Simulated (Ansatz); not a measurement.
# Profile along the As–B line in BAs (zinc blende)

BAs (zinc blende)

```cif
data_AsB
_chemical_formula_sum 'As1 B1'
_space_group_name_H-M_alt 'P 1'
_space_group_IT_number 1
_cell_length_a 3.37129
_cell_length_b 3.37129
_cell_length_c 3.37129
_cell_angle_alpha 60.000
_cell_angle_beta 60.000
_cell_angle_gamma 60.000
loop_
_space_group_symop_operation_xyz
  'x, y, z'
loop_
_atom_site_label
_atom_site_type_symbol
_atom_site_fract_x
_atom_site_fract_y
_atom_site_fract_z
_atom_site_occupancy
As1 As 0.75000 0.75000 0.75000 1
B1 B 0.00000 0.00000 0.00000 1
```

Fields along a shortest As–B line of a {110} plane (2.06 Å), from As to B, interpolated on the slice's grid (step about 0.1 Å). Computed with PBEsol (plane waves to 420 eV, PAW, scalar-relativistic; Ansatz, a program for electronic structure). k mesh 12×12×12. Inside the PAW spheres the values are not all-electron values, and peaks at nuclei hang on which shells count as valence. BAs was relaxed with its symmetry unable to fall. The PAW data are Ansatz's earlier set.

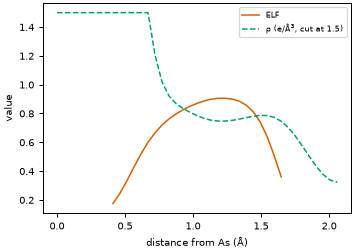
Figure: ELF (away from the nuclei) and valence density from As to B.

Density on the As–B line (2.06 Å) at its density minimum, 1.2 Å from As: 0.75 e/Å³. ELF at that point: 0.9. ELF maximum in the middle third of the As–B line: 0.91, 1.2 Å from As.
